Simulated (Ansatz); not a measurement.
# CH₅AlO (built from SMILES C=O.[AlH3]): functionals against CCSD(T) at one geometry

The atoms stand at a displaced guess of a reacting structure. How far do the functionals agree with CCSD(T) there?

Method: single points in def2-TZVPP; program: Ansatz 0.2.0, Gaussian basis.

Cores are frozen in the correlated methods.

### 1 The starting structure

8 atoms, charge 0, spin multiplicity 1.

Atoms are counted from 1 here; the program's logs count them from 0.

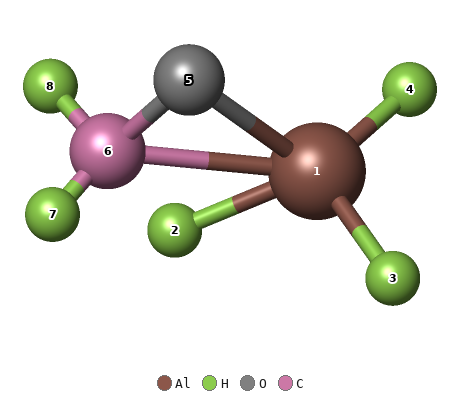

As it starts; aluminium brown, hydrogen green, oxygen grey, carbon pink; atoms are numbered from 1 in the order of the file.

Coordinates:

```
Al   -0.9735    0.4117   -0.6323
H    -0.5035   -0.7961    0.5816
H    -1.0941   -0.3347   -2.2498
H    -2.0523    1.6198   -0.3707
O     1.1904    0.8056   -0.4364
C     0.9189   -0.2705    0.5818
H     1.4174   -1.1399    0.4837
H     1.0296    0.1335    1.6870
```

### 2 CCSD(T)/def2-TZVPP

File run/in.yaml:

```yaml
crystal:
  periodic: [false, false, false]
  atoms:
    - {symbol: Al, position_ang: [-0.973500, 0.411700, -0.632300]}
    - {symbol: H, position_ang: [-0.503500, -0.796100, 0.581600]}
    - {symbol: H, position_ang: [-1.094100, -0.334700, -2.249800]}
    - {symbol: H, position_ang: [-2.052300, 1.619800, -0.370700]}
    - {symbol: O, position_ang: [1.190400, 0.805600, -0.436400]}
    - {symbol: C, position_ang: [0.918900, -0.270500, 0.581800]}
    - {symbol: H, position_ang: [1.417400, -1.139900, 0.483700]}
    - {symbol: H, position_ang: [1.029600, 0.133500, 1.687000]}
basis:
  gaussian: {orbitals: def2-TZVPP}
correlation: {method: ccsd_t}
output: {forces: true}
```

The command line of these runs was not kept.

### 3 PBE0-D4/def2-TZVPP

run/in.yaml, as its differences from that of step 2:

```diff
@@ -13,3 +13,3 @@
   gaussian: {orbitals: def2-TZVPP}
-correlation: {method: ccsd_t}
-output: {forces: true}
+hamiltonian: {xc: pbe0, dispersion: d4}
+output: {forces: true, orbitals: {seedname: orbitals}}
```

### 4 wB97M-V/def2-TZVPP

run/in.yaml, as its differences from that of step 3:

```diff
@@ -13,3 +13,3 @@
   gaussian: {orbitals: def2-TZVPP}
-hamiltonian: {xc: pbe0, dispersion: d4}
-output: {forces: true, orbitals: {seedname: orbitals}}
+hamiltonian: {xc: {name: wB97M-V}}
+output: {forces: true}
```

### 5 r2SCAN-D4/def2-TZVPP

run/in.yaml, as its differences from that of step 4:

```diff
@@ -13,3 +13,3 @@
   gaussian: {orbitals: def2-TZVPP}
-hamiltonian: {xc: {name: wB97M-V}}
+hamiltonian: {xc: r2scan, dispersion: d4}
 output: {forces: true}
```

### 6 PBE-D4/def2-TZVPP

run/in.yaml, as its differences from that of step 5:

```diff
@@ -13,3 +13,3 @@
   gaussian: {orbitals: def2-TZVPP}
-hamiltonian: {xc: r2scan, dispersion: d4}
+hamiltonian: {xc: pbe, dispersion: d4}
 output: {forces: true}
```

### 7 r2SCANh-D4/def2-TZVPP

run/in.yaml, as its differences from that of step 6:

```diff
@@ -13,3 +13,3 @@
   gaussian: {orbitals: def2-TZVPP}
-hamiltonian: {xc: pbe, dispersion: d4}
+hamiltonian: {xc: {name: r2SCANh}, dispersion: d4}
 output: {forces: true}
```

### 8 B97M-V/def2-TZVPP

run/in.yaml, as its differences from that of step 7:

```diff
@@ -13,3 +13,3 @@
   gaussian: {orbitals: def2-TZVPP}
-hamiltonian: {xc: {name: r2SCANh}, dispersion: d4}
+hamiltonian: {xc: {name: B97M-V}}
 output: {forces: true}
```

(Steps that only read results are left out.)

Before running it: what results should come out? Wanted: energy less free atoms, CCSD(T)/def2-TZVPP; RMS force component; RMS force error; HOMO and LUMO, PBE0-D4; T1 diagnostic.

The runs gave:

| quantity | value |
| --- | --- |
| energy less free atoms, CCSD(T)/def2-TZVPP | -2310.8 kJ/mol |
| RMS force component | 2.182 to 2.342 eV/Å over the methods |
| RMS force error | PBE0-D4 0.171, wB97M-V 0.114, r2SCAN-D4 0.109, PBE-D4 0.177, r2SCANh-D4 0.138, B97M-V 0.171 eV/Å |
| HOMO and LUMO, PBE0-D4 | -7.55 and -2.35 eV |
| T1 diagnostic | 0.021 |

Against CCSD(T) the functionals' energies less atoms differ by -113.1 to -31.7 kJ/mol, PBE-D4 by -113.1 kJ/mol. The reference is not at the basis limit: in triple zeta CCSD(T) underbinds, which counts against methods that bind more; the gaps are no ranking. The forces of r2SCAN-D4 come nearest to CCSD(T), those of PBE-D4 are farthest. Frozen-core CCSD(T) forces in triple zeta carry basis errors of their own, and this is one geometry, so small gaps rank nothing.
